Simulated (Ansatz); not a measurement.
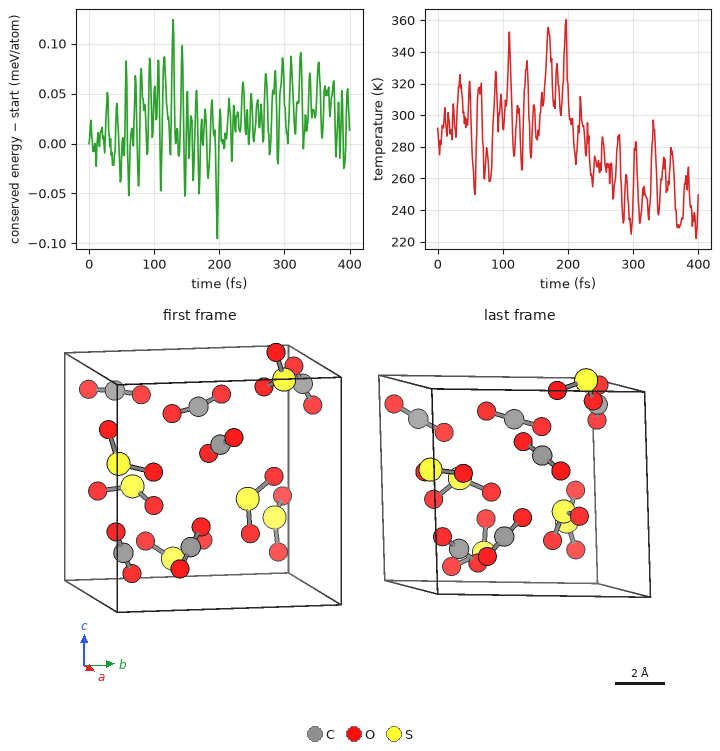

Molecular dynamics of a periodic cell with 6 CO2 + 6 SO2 at 1.282 g/cm³, 400 fs long. It starts from the last geometry of an earlier run, with fresh velocities. A ball-and-stick model of the simulation cell, seen slightly off an axis.

These are results of DFT PBE, scalar-relativistic, plane waves, PAW in Ansatz, not measurements. Settings: plane-wave cutoff 420 eV; k-point mesh 1 × 1 × 1; Fermi-Dirac smearing 0.02 eV; Langevin thermostat and barostat (NPT); set temperature 300 K; time step 1 fs; friction 0.005 per fs; target pressure 1 GPa.

Input
```yaml
crystal:
  lattice:
    - [9.435388, 0.0, 0.0]
    - [0.0, 9.435388, 0.0]
    - [0.0, 0.0, 9.435388]
  atoms:
    - { symbol: C, position: [0.04920859, 0.20755518, 0.83095329] }
    - { symbol: O, position: [0.12227325, 0.30854913, 0.81937674] }
    - { symbol: O, position: [-0.03099787, 0.10899783, 0.82832476] }
    - { symbol: C, position: [0.35162138, -0.0239623, 0.87746445] }
    - { symbol: O, position: [0.30646258, 0.03117526, 0.77586337] }
    - { symbol: O, position: [0.41739412, -0.07950104, 0.96634839] }
    - { symbol: C, position: [0.41697442, 0.49472233, 0.80167728] }
    - { symbol: O, position: [0.4338559, 0.37299849, 0.77811168] }
    - { symbol: O, position: [0.38767056, 0.60427307, 0.84934249] }
    - { symbol: C, position: [0.78529661, 0.50619232, 0.6865141] }
    - { symbol: O, position: [0.67573226, 0.47958682, 0.63380858] }
    - { symbol: O, position: [0.89971948, 0.53960878, 0.7326245] }
    - { symbol: C, position: [0.58102307, 0.12083875, 0.19518426] }
    - { symbol: O, position: [0.63731261, 0.07449909, 0.29645962] }
    - { symbol: O, position: [0.5286678, 0.17127606, 0.09518207] }
    - { symbol: C, position: [0.83550847, 0.36199687, 0.24818461] }
    - { symbol: O, position: [0.76319567, 0.42537043, 0.32472081] }
    - { symbol: O, position: [0.90111313, 0.29832023, 0.16384497] }
    - { symbol: S, position: [0.51737213, 0.69122462, 0.40473767] }
    - { symbol: O, position: [0.53691568, 0.69826235, 0.25392677] }
    - { symbol: O, position: [0.486799, 0.81587018, 0.49509273] }
    - { symbol: S, position: [0.11107648, 0.906725, 0.25884745] }
    - { symbol: O, position: [0.11896777, 0.92136339, 0.10744075] }
    - { symbol: O, position: [-0.00586668, 0.96949254, 0.33501003] }
    - { symbol: S, position: [0.7283925, 0.06465151, 0.60886923] }
    - { symbol: O, position: [0.77505385, 0.20963305, 0.57394449] }
    - { symbol: O, position: [0.67968468, 0.0310403, 0.75311573] }
    - { symbol: S, position: [0.20043686, 0.43135754, 0.10606671] }
    - { symbol: O, position: [0.19200276, 0.56711606, 0.18160105] }
    - { symbol: O, position: [0.21577484, 0.305268, 0.18948385] }
    - { symbol: S, position: [0.78170788, 0.79183216, -0.03763812] }
    - { symbol: O, position: [0.65225604, 0.7322548, -0.08546075] }
    - { symbol: O, position: [0.84963003, 0.73949915, 0.09330456] }
    - { symbol: S, position: [0.33490335, 0.21922875, 0.44965286] }
    - { symbol: O, position: [0.45061377, 0.28731541, 0.37921645] }
    - { symbol: O, position: [0.31336377, 0.06883786, 0.43075468] }
basis:
  ecutwfc: 420.0
kpoints:
  mp_grid: { grid: [1, 1, 1] }
hamiltonian:
  xc: pbe
scf:
  occupations: { method: fermi_dirac, width: 0.02 }
  lower_state_search: "off"
md:
  timestep: 1
  n_steps: 400
  ensemble: npt_langevin
  temperature: 300.0
  initial_velocities: maxwell_boltzmann
  seed: 416518
  friction: 0.005
  pressure: 1.0
  fix_cell: []
```

Run as
```bash
ansatz run input.yaml --threads 2 --pin off --max-ram 5120MiB --backend cpu --events-out ev --progress --plain --runs-dir out
```

> Is this trajectory numerically sound?

The conserved quantity stays between −0.095 and 0.12 meV per atom of its start. A straight-line fit has a slope that amounts to +0.029 meV per atom over 400 fs (under 0.1 % of the mean kinetic energy), and the ripple about it is 0.8 % of the kinetic energy's fluctuation. With a drift under 2 % and a ripple under 7 %, the integration is accurate. The mean temperature in the second half is 262 K (standard deviation 21 K). The potential energy in the second half lies on average 7.5 meV per atom below the first frame. The mean pressure there is 0.9 GPa. The volume ends −7.6 % from the start.

The run took 30 min on 2 threads of Arm Neoverse V1 (shared host), peak memory 0.84 GiB.
